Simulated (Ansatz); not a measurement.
BeGa₂C₂ (space group I4/mmm, No. 139): the end point of a relaxation with Ansatz 0.2.0, DFT PBE, scalar-relativistic, plane waves, PAW; the starting structure was generated, so it need not be a known form of this composition.

Space group I4/mmm (No. 139). a = 3.886 Å, b = 3.886 Å, c = 7.505 Å, α = 90.00°, β = 90.00°, γ = 90.00°
```csv
atom,site,symmetry,x,y,z
Be,2a,4/mmm,0.0000,0.0000,0.0000
Ga,4d,-4m2,0.5000,0.0000,0.2500
C,4e,4mm,0.5000,0.5000,0.0982
```

Describe how the polyhedra about Ga are linked (bonds: C–Ga below 2.5 Å).

Ga: GaC4 tetrahedron, sharing corners with four neighbours and edges with four neighbours.

They form layers of corner- and edge-sharing tetrahedra parallel to (001).

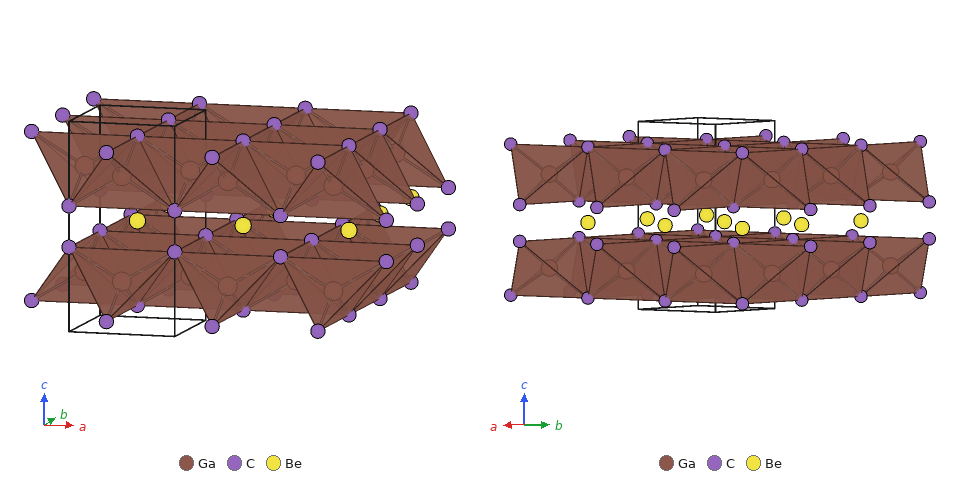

Polyhedra are drawn about Ga (bonds: C–Ga below 2.5 Å); other atoms are plain spheres. Two views of the same piece.
